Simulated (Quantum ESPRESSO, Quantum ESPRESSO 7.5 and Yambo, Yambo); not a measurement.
# A GW chain in Yambo: InP (F-43m)

Wanted: ground state, empty states, screening and self-energy for InP (F-43m).

Program: Quantum ESPRESSO 7.5 and Yambo 5.3.0. Level of theory: PBE and many-body steps on it, plane waves. Results are calculated unless marked as measured.

The database entry behind the starting cell differs from later determinations by our own check (0.1 to 0.3 % short, probably kX units), so it need not match the best structure at ambient conditions.

### Step 1. The structure

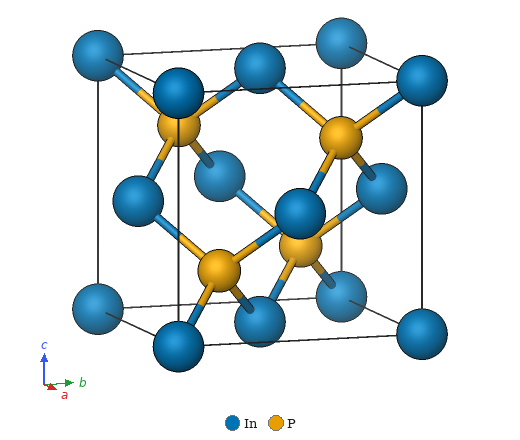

Start, viewed slightly off an axis; indium blue, phosphorus orange. This picture shows the conventional cell, with its axes. Bonds to atoms that aren't drawn are left out. Some periodic images of atoms are drawn too.

The cell and positions come from the Crystallography Open Database and are kept as given unless a step says otherwise.

### Step 2. Ground state

This step: Quantum ESPRESSO 7.5; DFT, PBE, plane waves, norm-conserving pseudopotentials.

The ground-state density comes first.

The input, pw.in:

```
&control
  calculation = 'scf'
  prefix = 'x'
  outdir = 'o'
  pseudo_dir = 'pseudo'
/
&system
  ibrav = 0
  nat = 2
  ntyp = 2
  ecutwfc = 80.0
  nbnd = 18
  force_symmorphic = .true.
/
&electrons
  conv_thr = 1e-10
  electron_maxstep = 80
  mixing_beta = 0.5
/
ATOMIC_SPECIES
  In 114.82 In.upf
  P 30.974 P.upf
CELL_PARAMETERS angstrom
  -0.0000000000 2.9305000000 2.9305000000
  2.9305000000 -0.0000000000 2.9305000000
  2.9305000000 2.9305000000 -0.0000000000
ATOMIC_POSITIONS crystal
  In 0.0000000000 0.0000000000 0.0000000000
  P 0.2500000000 0.2500000000 0.2500000000
K_POINTS automatic
  6 6 6 0 0 0
```

Launch:

```bash
$ OMP_NUM_THREADS=1 mpirun -n 4 pw.x -nk 4 -in pw.in > pw.out
```

Output:

```text
Program PWSCF v.7.5 starts

     This program is part of the open-source Quantum ESPRESSO suite
     for quantum simulation of materials; please cite
         "P. Giannozzi et al., J. Phys.:Condens. Matter 21 395502 (2009);
         "P. Giannozzi et al., J. Phys.:Condens. Matter 29 465901 (2017);
         "P. Giannozzi et al., J. Chem. Phys. 152 154105 (2020);
     in publications or presentations arising from this work. More details at
     Message from routine setup:
     using ibrav=0 with symmetry is DISCOURAGED, use correct ibrav instead

     G-vector sticks info

     bravais-lattice index     =            0
     lattice parameter (alat)  =       7.8317  a.u.
     unit-cell volume          =     339.6658 (a.u.)^3
     number of atoms/cell      =            2
     number of atomic types    =            2
     number of electrons       =        26.00
     number of Kohn-Sham states=           18
     kinetic-energy cutoff     =      80.0000  Ry
     charge density cutoff     =     320.0000  Ry
     scf convergence threshold =      1.0E-10
     mixing beta               =       0.5000
     number of iterations used =            8  plain     mixing
     Exchange-correlation= PBE
                           (   1   4   3   4   0   0   0)

     celldm(1)=   7.831692  celldm(2)=   0.000000  celldm(3)=   0.000000
     celldm(4)=   0.000000  celldm(5)=   0.000000  celldm(6)=   0.000000

     crystal axes: (cart. coord. in units of alat)
               a(1) = (  -0.000000   0.707107   0.707107 )
               a(2) = (   0.707107  -0.000000   0.707107 )
               a(3) = (   0.707107   0.707107  -0.000000 )

     reciprocal axes: (cart. coord. in units 2 pi/alat)
               b(1) = ( -0.707107  0.707107  0.707107 )
               b(2) = (  0.707107 -0.707107  0.707107 )
               b(3) = (  0.707107  0.707107 -0.707107 )
     Pseudo is Norm-conserving + core correction, Zval = 21.0
     Generated using ONCVPSP code by D. R. Hamann
     Using radial grid of 1964 points,  6 beta functions with:
     Pseudo is Norm-conserving + core correction, Zval =  5.0
     Generated using ONCVPSP code by D. R. Hamann
     Using radial grid of 1298 points,  6 beta functions with:
     In               21.00   114.82000     In( 1.00)
     P                 5.00    30.97400     P ( 1.00)

     24 Sym. Ops. (no inversion) found

   Cartesian axes

     site n.     atom                  positions (alat units)
         1        In     tau(   1) = (   0.0000000   0.0000000   0.0000000  )
         2        P      tau(   2) = (   0.3535534   0.3535534   0.3535534  )

     number of k points=    16
                       cart. coord. in units 2pi/alat
        k(    1) = (   0.0000000   0.0000000   0.0000000), wk =   0.0092593
        k(    2) = (   0.1178511   0.1178511  -0.1178511), wk =   0.0740741
        k(    3) = (   0.2357023   0.2357023  -0.2357023), wk =   0.0740741
        k(    4) = (  -0.3535534  -0.3535534   0.3535534), wk =   0.0370370
        k(    5) = (   0.2357023   0.0000000  -0.0000000), wk =   0.0555556
        k(    6) = (   0.3535534   0.1178511  -0.1178511), wk =   0.2222222
        k(    7) = (  -0.2357023  -0.4714045   0.4714045), wk =   0.2222222
        k(    8) = (  -0.1178511  -0.3535534   0.3535534), wk =   0.2222222
        k(    9) = (   0.0000000  -0.2357023   0.2357023), wk =   0.1111111
        k(   10) = (   0.4714045   0.0000000  -0.0000000), wk =   0.0555556
     [... 4 further rows ...]
        k(   15) = (  -0.1178511  -0.3535534   0.5892557), wk =   0.2222222
        k(   16) = (  -0.7071068   0.2357023   0.0000000), wk =   0.1111111

     Dense  grid:    32743 G-vectors     FFT dimensions: (  45,  45,  45)

     Initial potential from superposition of free atoms

     starting charge      25.9960, renormalised to      26.0000
     Starting wfcs are   17 randomized atomic wfcs +    1 random wfcs

     per-process dynamical memory:    28.7 Mb

     Self-consistent Calculation

     iteration #  1     ecut=    80.00 Ry     beta= 0.50

     Threshold (ethr) on eigenvalues was too large:
     Diagonalizing with lowered threshold

     total energy              =    -412.74719096 Ry
     estimated scf accuracy    <       0.10756670 Ry

     iteration #  2     ecut=    80.00 Ry     beta= 0.50

     total energy              =    -412.77048180 Ry
     estimated scf accuracy    <       0.00817355 Ry

     iteration #  3     ecut=    80.00 Ry     beta= 0.50

     total energy              =    -412.77131041 Ry
     estimated scf accuracy    <       0.00140240 Ry

     iteration #  4     ecut=    80.00 Ry     beta= 0.50

     total energy              =    -412.77135922 Ry
     estimated scf accuracy    <       0.00003002 Ry

     iteration #  5     ecut=    80.00 Ry     beta= 0.50

     total energy              =    -412.77136701 Ry
     estimated scf accuracy    <       0.00000138 Ry

     iteration #  6     ecut=    80.00 Ry     beta= 0.50

     total energy              =    -412.77136749 Ry
     estimated scf accuracy    <       0.00000022 Ry

     iteration #  7     ecut=    80.00 Ry     beta= 0.50

     total energy              =    -412.77136754 Ry
     estimated scf accuracy    <          2.9E-09 Ry

     iteration #  8     ecut=    80.00 Ry     beta= 0.50

     total energy              =    -412.77136755 Ry
     estimated scf accuracy    <          5.7E-10 Ry

     iteration #  9     ecut=    80.00 Ry     beta= 0.50

     End of self-consistent calculation

          k = 0.0000 0.0000 0.0000 (  4111 PWs)   bands (ev):

  -106.7152 -65.1924 -65.1924 -65.1924  -5.8886  -5.8886  -5.8886  -5.7380
    -5.7380  -3.2029   8.3155   8.3155   8.3155   9.0235  12.4042  12.4042
    12.4042  16.9072

          k = 0.1179 0.1179-0.1179 (  4095 PWs)   bands (ev):

  -106.7152 -65.1925 -65.1924 -65.1924  -5.9203  -5.8762  -5.8762  -5.7375
    -5.7375  -2.8900   6.1316   8.0113   8.0113  10.1164  12.8142  12.8433
    12.8433  16.9197

          k = 0.2357 0.2357-0.2357 (  4128 PWs)   bands (ev):

  -106.7152 -65.1926 -65.1925 -65.1925  -5.9792  -5.8565  -5.8565  -5.7310
    -5.7310  -2.0823   3.7500   7.5397   7.5397   9.9694  13.1812  13.1812
    14.5976  17.2294

          k =-0.3536-0.3536 0.3536 (  4092 PWs)   bands (ev):

     [... further k-points ...]

     highest occupied, lowest unoccupied level (ev):     8.3155    9.0235

!    total energy              =    -412.77136755 Ry
     estimated scf accuracy    <          4.4E-12 Ry

     The total energy is the sum of the following terms:
     one-electron contribution =    -293.34663969 Ry
     hartree contribution      =     148.97325131 Ry
     xc contribution           =     -60.28874543 Ry
     ewald contribution        =    -208.10923374 Ry

     convergence has been achieved in   9 iterations

     XML data file, charge density, pseudopotentials, collected wavefunctions

=------------------------------------------------------------------------------=
   JOB DONE.
=------------------------------------------------------------------------------=
```

Wall time 6.1 s (4 MPI ranks of Arm Neoverse V1, shared host); peak memory 0.28 GiB.

Numbers from this step:

```yaml
total_energy: -5616.0406 eV
gap: 0.7080 eV
k_of_the_valence_top: 0, 0, 0
k_of_the_conduction_bottom: 0, 0, 0
least_direct_gap: 0.7080 eV
```

The gap is direct, at Γ.

### Step 3. Bands along the symmetry lines

The cheap functional maps the bands first; the places of the edges decide which points the dearer methods must see.

The input, pw.in:

```
&control
  calculation = 'bands'
  prefix = 'x'
  outdir = 'o'
  pseudo_dir = 'pseudo'
/
&system
  ibrav = 0
  nat = 2
  ntyp = 2
  ecutwfc = 80.0
  nbnd = 19
  force_symmorphic = .true.
/
&electrons
  conv_thr = 1e-9
  electron_maxstep = 80
  diago_full_acc = .true.
  diago_thr_init = 5e-6
/
ATOMIC_SPECIES
  In 114.82 In.upf
  P 30.974 P.upf
CELL_PARAMETERS angstrom
  -0.0000000000 2.9305000000 2.9305000000
  2.9305000000 -0.0000000000 2.9305000000
  2.9305000000 2.9305000000 -0.0000000000
ATOMIC_POSITIONS crystal
  In 0.0000000000 0.0000000000 0.0000000000
  P 0.2500000000 0.2500000000 0.2500000000
K_POINTS crystal
  50
  0.00000000 0.00000000 0.00000000 1
  -0.06250000 -0.06250000 0.00000000 1
  -0.12500000 -0.12500000 0.00000000 1
  -0.18750000 -0.18750000 0.00000000 1
  -0.25000000 -0.25000000 0.00000000 1
  -0.31250000 -0.31250000 0.00000000 1
  -0.37500000 -0.37500000 0.00000000 1
  -0.43750000 -0.43750000 0.00000000 1
  -0.50000000 -0.50000000 0.00000000 1
  -0.48437500 -0.48437500 0.03125000 1
  -0.46875000 -0.46875000 0.06250000 1
  -0.45312500 -0.45312500 0.09375000 1
  -0.43750000 -0.43750000 0.12500000 1
  -0.42187500 -0.42187500 0.15625000 1
  -0.40625000 -0.40625000 0.18750000 1
  -0.39062500 -0.39062500 0.21875000 1
  -0.37500000 -0.37500000 0.25000000 1
  -0.37500000 0.00000000 0.37500000 1
  -0.32812500 0.00000000 0.32812500 1
  -0.28125000 0.00000000 0.28125000 1
  -0.23437500 0.00000000 0.23437500 1
  -0.18750000 0.00000000 0.18750000 1
  -0.14062500 0.00000000 0.14062500 1
  -0.09375000 0.00000000 0.09375000 1
  -0.04687500 0.00000000 0.04687500 1
  0.00000000 0.00000000 0.00000000 1
  0.00000000 0.00000000 0.06250000 1
  0.00000000 0.00000000 0.12500000 1
  0.00000000 0.00000000 0.18750000 1
  0.00000000 0.00000000 0.25000000 1
  0.00000000 0.00000000 0.31250000 1
  0.00000000 0.00000000 0.37500000 1
  0.00000000 0.00000000 0.43750000 1
  -0.00000000 -0.00000000 0.50000000 1
  -0.06250000 -0.03125000 0.46875000 1
  -0.12500000 -0.06250000 0.43750000 1
  -0.18750000 -0.09375000 0.40625000 1
  -0.25000000 -0.12500000 0.37500000 1
  -0.31250000 -0.15625000 0.34375000 1
  -0.37500000 -0.18750000 0.31250000 1
  -0.43750000 -0.21875000 0.28125000 1
  -0.50000000 -0.25000000 0.25000000 1
  -0.50000000 -0.28125000 0.21875000 1
  -0.50000000 -0.31250000 0.18750000 1
  -0.50000000 -0.34375000 0.15625000 1
  -0.50000000 -0.37500000 0.12500000 1
  -0.50000000 -0.40625000 0.09375000 1
  -0.50000000 -0.43750000 0.06250000 1
  -0.50000000 -0.46875000 0.03125000 1
  -0.50000000 -0.50000000 0.00000000 1
```

Output:

```text
[banner, memory and clock lines left out]
Program PWSCF v.7.5 starts

     Atomic positions and unit cell read from directory:
     o/x.save/

     Message from routine setup:
     using ibrav=0 with symmetry is DISCOURAGED, use correct ibrav instead

     G-vector sticks info

     bravais-lattice index     =            0
     lattice parameter (alat)  =       7.8317  a.u.
     unit-cell volume          =     339.6658 (a.u.)^3
     number of atoms/cell      =            2
     number of atomic types    =            2
     number of electrons       =        26.00
     number of Kohn-Sham states=           19
     kinetic-energy cutoff     =      80.0000  Ry
     charge density cutoff     =     320.0000  Ry
     Exchange-correlation= PBE
                           (   1   4   3   4   0   0   0)

     celldm(1)=   7.831692  celldm(2)=   0.000000  celldm(3)=   0.000000
     celldm(4)=   0.000000  celldm(5)=   0.000000  celldm(6)=   0.000000

     crystal axes: (cart. coord. in units of alat)
               a(1) = (  -0.000000   0.707107   0.707107 )
               a(2) = (   0.707107  -0.000000   0.707107 )
               a(3) = (   0.707107   0.707107  -0.000000 )

     reciprocal axes: (cart. coord. in units 2 pi/alat)
               b(1) = ( -0.707107  0.707107  0.707107 )
               b(2) = (  0.707107 -0.707107  0.707107 )
               b(3) = (  0.707107  0.707107 -0.707107 )
     Pseudo is Norm-conserving + core correction, Zval = 21.0
     Generated using ONCVPSP code by D. R. Hamann
     Using radial grid of 1964 points,  6 beta functions with:
     Pseudo is Norm-conserving + core correction, Zval =  5.0
     Generated using ONCVPSP code by D. R. Hamann
     Using radial grid of 1298 points,  6 beta functions with:
     In               21.00   114.82000     In( 1.00)
     P                 5.00    30.97400     P ( 1.00)

     24 Sym. Ops. (no inversion) found

   Cartesian axes

     site n.     atom                  positions (alat units)
         1        In     tau(   1) = (   0.0000000   0.0000000   0.0000000  )
         2        P      tau(   2) = (   0.3535534   0.3535534   0.3535534  )

     number of k points=    50
                       cart. coord. in units 2pi/alat
        k(    1) = (   0.0000000   0.0000000   0.0000000), wk =   0.0400000
        k(    2) = (   0.0000000   0.0000000  -0.0883883), wk =   0.0400000
        k(    3) = (   0.0000000   0.0000000  -0.1767767), wk =   0.0400000
[...]
[... 38 further rows ...]
        k(   49) = (   0.0441942  -0.0000000  -0.7071068), wk =   0.0400000
        k(   50) = (   0.0000000   0.0000000  -0.7071068), wk =   0.0400000

     Dense  grid:    32743 G-vectors     FFT dimensions: (  45,  45,  45)

     The potential is recalculated from file :
     o/x.save/charge-density

     Starting wfcs are   17 randomized atomic wfcs +    2 random wfcs

     Band Structure Calculation

     End of band structure calculation

          k = 0.0000 0.0000 0.0000 (  4111 PWs)   bands (ev):

  -106.7152 -65.1924 -65.1924 -65.1924  -5.8886  -5.8886  -5.8886  -5.7380
    -5.7380  -3.2029   8.3155   8.3155   8.3155   9.0235  12.4042  12.4042
    12.4042  16.9072  17.7286

          k = 0.0000 0.0000-0.0884 (  4103 PWs)   bands (ev):

  -106.7152 -65.1925 -65.1925 -65.1925  -5.8974  -5.8848  -5.8848  -5.7395
[...]
12.6067  17.0901  17.2618

          k = 0.0000 0.0000-0.1768 (  4100 PWs)   bands (ev):

[...]
13.1364  16.1163  17.8741

          k =-0.0000 0.0000-0.2652 (  4084 PWs)   bands (ev):

[...]
k = 0.0000 0.0000-0.3536 (  4088 PWs)   bands (ev):

[...]
k = 0.0000-0.0000-0.4419 (  4092 PWs)   bands (ev):

[...]
k =-0.0000 0.0000-0.5303 (  4100 PWs)   bands (ev):

[...]
k = 0.0000-0.0000-0.6187 (  4100 PWs)   bands (ev):

[...]
k = 0.5303-0.0000-0.5303 (  4103 PWs)   bands (ev):

[...]
k = 0.0000 0.0000 0.0000 (  4111 PWs)   bands (ev):

[...]
k = 0.1326 0.0000-0.7071 (  4114 PWs)   bands (ev):

[...]
k = 0.0884-0.0000-0.7071 (  4118 PWs)   bands (ev):

[...]
k = 0.0442-0.0000-0.7071 (  4116 PWs)   bands (ev):

[...]
17.6970  18.0122  19.1705

          k = 0.0000 0.0000-0.7071 (  4088 PWs)   bands (ev):

  -106.7152 -65.1927 -65.1925 -65.1925  -6.0730  -5.7891  -5.7842  -5.7842
    -5.7030  -0.8270   2.5637   5.9959   5.9959  10.0755  10.5818  17.5427
    17.9010  17.9010  19.0944

     XML data file, pseudopotentials, collected wavefunctions
```

It took 5.4 s on 4 MPI ranks; peak memory 0.23 GiB; 21 s of CPU time.

Numbers from this step:

```yaml
gap: 0.7080 eV
k_of_the_valence_top: 0, 0, 0
k_of_the_conduction_bottom: 0, 0, 0
least_direct_gap: 0.7080 eV
```

The gap is 0.708 eV, as in the run before at this level.

Electronic bands along the path, in eV, zero at the top of the highest filled band:

| point | band 10 | band 11 | band 12 | band 13 | band 14 | band 15 | band 16 | band 17 |
| --- | --- | --- | --- | --- | --- | --- | --- | --- |
| Γ | -11.52 | 0.00 | 0.00 | 0.00 | 0.71 | 4.09 | 4.09 | 4.09 |
| X | -9.14 | -5.75 | -2.32 | -2.32 | 1.76 | 2.27 | 9.23 | 9.59 |
| U | -9.15 | -5.61 | -3.30 | -1.94 | 2.36 | 4.39 | 7.52 | 7.54 |
| jump to K | -9.15 | -5.61 | -3.30 | -1.94 | 2.36 | 4.39 | 7.52 | 7.54 |
| Γ | -11.52 | 0.00 | 0.00 | 0.00 | 0.71 | 4.09 | 4.09 | 4.09 |
| L | -9.80 | -5.73 | -0.97 | -0.97 | 1.50 | 4.81 | 4.81 | 7.12 |
| W | -9.06 | -5.60 | -2.95 | -2.91 | 4.29 | 4.38 | 5.57 | 6.21 |
| X | -9.14 | -5.75 | -2.32 | -2.32 | 1.76 | 2.27 | 9.23 | 9.59 |

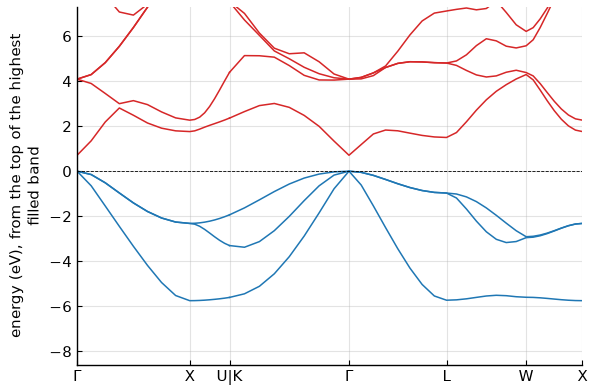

Electronic bands along the path; lines of filled and empty bands in two colours.

(Continued in part 2 of 3.)

[Paths, hosts, dates, memory and timing lines, banners, echoed tables and standing remarks are left out of the program output.]

[Logs are printed without paths, hosts, clocks, repeated set-up lines and the standing remarks that a program may print on its own settings, such as how far it seeks lower states.]

[Runs of the session that timed out or met a known fault of the program may be left out.]

[Hosts, paths, dates, database ids (printed as entryN), source tags and the programs' standing remarks are cut or masked in the printed files.]
